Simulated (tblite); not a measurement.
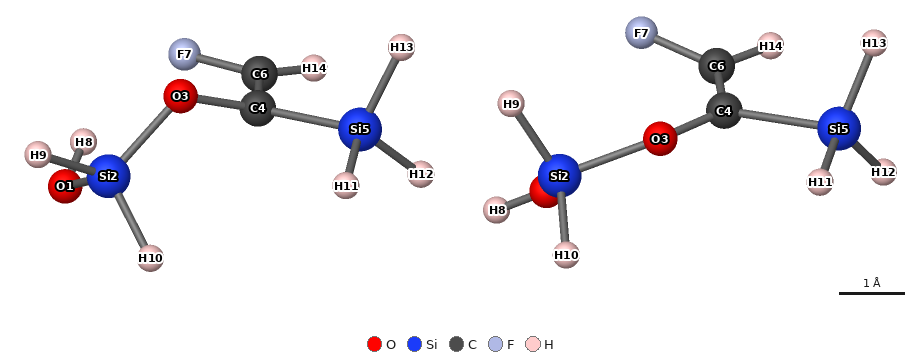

Two geometries of C2H7FO2Si2 (charge +1, multiplicity 2), drawn at one scale. One is the start of a relaxation, the other its converged end. The picture is a ball-and-stick view, seen from a free direction.

Method: GFN2-xTB geometry optimisation, gas phase (tblite 0.8.0). 

Which one is relaxed?

Answer. The right one is the relaxed one. The largest move after the best rigid fit is that of H8, 1.28 Å. By element the largest moves are H 1.28 Å, O 0.73 Å, F 0.59 Å, Si 0.29 Å, C 0.26 Å. Some distances before and after: C4–Si5 1.831 → 1.965 Å, O3–C4 1.404 → 1.293 Å, C4–C6 1.428 → 1.357 Å, O1–Si2 1.659 → 1.599 Å. Among the angles between lasting bonds that change: Si2–O3–C4 118.1° → 139.3°, Si2–O1–H8 113.2° → 129.8°, O3–Si2–H10 110.4° → 98.9°. Groups turn about Si2–O3 by about 80°, O3–C4 by about 55°, C4–Si5 by about 20°. The energy falls by 122.4 kJ/mol in 128 geometry steps. The run took 1.3 s on 1 thread of Intel(R) Xeon(R) Processor @ 2.70GHz, with other jobs on the host.
